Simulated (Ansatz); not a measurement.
```xyz
8

F    -0.7134    0.0547    0.9375
Al    0.1144    1.3935    0.0058
F     0.7126   -0.0546   -0.9381
Al   -0.1145   -1.3935   -0.0058
H    -0.9481    2.1772   -0.8478
H     1.2904    1.9850    0.8654
H     0.9486   -2.1760    0.8480
H    -1.2901   -1.9862   -0.8650
```

Geometry: PBE0-D4/def2-TZVP.

Method: Ansatz 0.2.0, RKS PBE0-D4/def2-TZVPP.

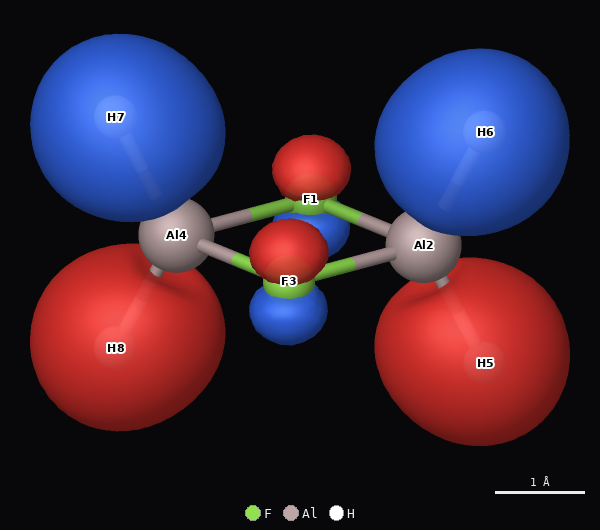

Al2F2H4. One frontier orbital at ±0.1 Å⁻³ᐟ² (blue and red are the two phases), seen at a tilt.

> Which orbital is it: HOMO or LUMO?

The HOMO, at −8.61 eV. By Hirshfeld shares it lies mainly on Al2 (about 15 %), Al4 (about 15 %), H6 (about 15 %), H5 (about 15 %), H7 (about 15 %) and H8 (about 15 %); it is ungerade (odd under inversion).
